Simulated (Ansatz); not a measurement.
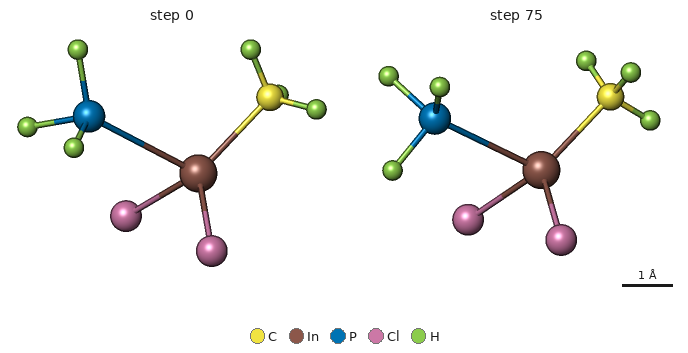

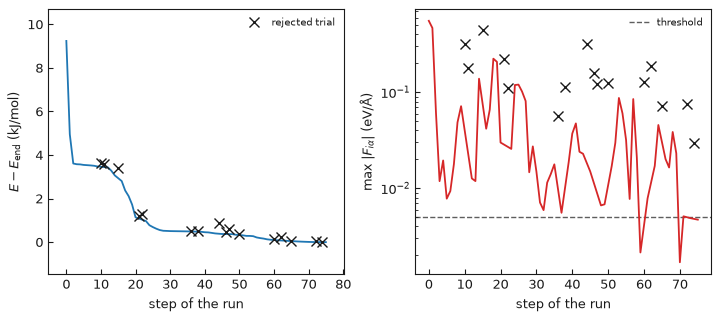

First and last geometry of a relaxation of CH6Cl2InP, with the history of the run. Style: ball-and-stick. Shown at a tilt.

The start comes from PBE-D4/def2-SVP.

These are results of RKS PBE0-D4/def2-TZVP (Ansatz), not measurements.

Input file:
```yaml
crystal:
  periodic: [false, false, false]
  atoms:
    - {symbol: C, position_ang: [-2.046075, 0.297962, 0.776914]}
    - {symbol: In, position_ang: [-0.601906, 0.329768, -0.832245]}
    - {symbol: P, position_ang: [1.926259, -0.495602, 0.175552]}
    - {symbol: Cl, position_ang: [-0.501209, -1.383016, -2.503190]}
    - {symbol: Cl, position_ang: [0.372256, 2.362059, -1.642294]}
    - {symbol: H, position_ang: [-2.871348, -0.386311, 0.505518]}
    - {symbol: H, position_ang: [-2.433233, 1.321923, 0.932573]}
    - {symbol: H, position_ang: [-1.548440, -0.060531, 1.698058]}
    - {symbol: H, position_ang: [2.314247, -0.871412, 1.503662]}
    - {symbol: H, position_ang: [2.973120, 0.443943, -0.077140]}
    - {symbol: H, position_ang: [2.481728, -1.615682, -0.516906]}
basis:
  gaussian: {orbitals: def2-TZVP}
hamiltonian: {xc: pbe0, dispersion: d4}
relax: {f_tol: 0.005, max_steps: 150}
```

Launched with:
```bash
ansatz run in.yaml --threads 4 --pin off --events-out ev --progress --plain --max-ram 11315MiB
```

Did the run converge, and what did it change?

Answer. It converged. The energy falls by 9.24 kJ/mol in 59 accepted moves (75 points after the start). Largest force component: 0.56 eV/Å at the start, 0.0047 eV/Å at the end. The line search rejected the trial steps at points 10, 11, 15, 21, 22, 36, 38, 44 and more of the run. The forces were under the threshold at step 59, but the run went on from there. The atom that moves furthest after the best rigid fit is H9 (1.23 Å). Largest moves by element: H 1.23 Å, Cl 0.28 Å, C 0.15 Å, In 0.09 Å, P 0.08 Å. Among the contacts that change: In2–P3 2.844 → 2.751 Å, In2–Cl4 2.395 → 2.361 Å, C1–In2 2.162 → 2.133 Å, P3–H10 1.429 → 1.407 Å. Among the angles between lasting bonds that change: In2–P3–H11 113.7° → 123.0°, In2–P3–H9 130.2° → 123.2°, In2–P3–H10 113.4° → 108.5°. Groups turn about In2–P3 by about 60°, C1–In2 by about 55°. The run took 7.9 min on 4 threads of Arm Neoverse V1 (shared host).

| step | E − E(0), kJ/mol | largest force component, eV/Å | note |
| --- | --- | --- | --- |
| 0 | 0.00 | 0.5551 |  |
| 1 | -4.29 | 0.4675 |  |
| 2 | -5.63 | 0.0609 |  |
| 3 | -5.66 | 0.0119 |  |
| 4 | -5.67 | 0.0195 |  |
| 5 | -5.69 | 0.0078 |  |
| 6 | -5.70 | 0.0094 |  |
| 7 | -5.72 | 0.0179 |  |
| 8 | -5.73 | 0.0486 |  |
| 9 | -5.76 | 0.0716 |  |
| 10 | -5.60 | 0.3204 | rejected |
| 13 | -5.96 | 0.0119 |  |
| 17 | -6.87 | 0.0661 |  |
| 20 | -8.10 | 0.0300 |  |
| 24 | -8.46 | 0.1190 |  |
| 27 | -8.69 | 0.0811 |  |
| 31 | -8.74 | 0.0071 |  |
| 34 | -8.74 | 0.0140 |  |
| 37 | -8.75 | 0.0056 |  |
| 41 | -8.79 | 0.0474 |  |
| 44 | -8.36 | 0.3212 | rejected |
| 48 | -8.87 | 0.0066 |  |
| 51 | -8.93 | 0.0170 |  |
| 54 | -8.97 | 0.0603 |  |
| 58 | -9.11 | 0.0210 |  |
| 61 | -9.15 | 0.0079 |  |
| 65 | -9.17 | 0.0728 | rejected |
| 68 | -9.22 | 0.0386 |  |
| 72 | -9.21 | 0.0764 | rejected |
| 75 | -9.24 | 0.0047 |  |
